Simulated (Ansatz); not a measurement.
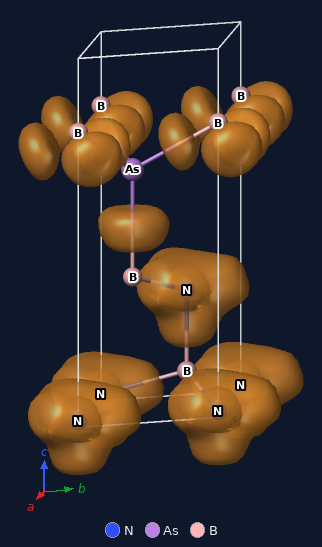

The picture shows: B$_{3}$AsN$_{2}$. Isosurface of the ELF at 0.7 (orange), seen at an oblique angle. Only the valence region is drawn (cores and ρ < 0.01 e/Å³ removed). Sticks mark near contacts.

Space group P3m1; started from the ordered alloy on zincblende lattice prototype, which need not be the ambient phase.

All numbers below come from DFT, r2SCAN, plane waves, PAW in Ansatz.

Core electrons are frozen (PAW), and the valence fields are smoothed inside the atomic spheres.

```
N As B
1.0
     2.84300    0.00000    0.00000
    -1.42150    2.46211    0.00000
     0.00000    0.00000    7.10432
N As B
2 1 3
Direct
  0.00000 0.00000 0.01683
  0.33333 0.66667 0.30561
  0.66667 0.33333 0.66599
  0.33333 0.66667 0.08758
  0.66667 0.33333 0.37475
  0.00000 0.00000 0.79925
```

Q: Where are the electrons localised?

A: The surface consists of four regions between bonded As–B atoms (shared pairs) and two regions on N in which the atom's valence shell and bonds are merged, counted in one cell of 6 atoms. Regions shared between cells count once. Along the contacts the grid gives the following. B–N (1.55 Å): the ELF peaks at about 0.90 between the atoms (a shared but strongly polarised pair). B–As (1.89 Å): the ELF peaks at about 0.90 between the atoms (localised, covalent bonding).
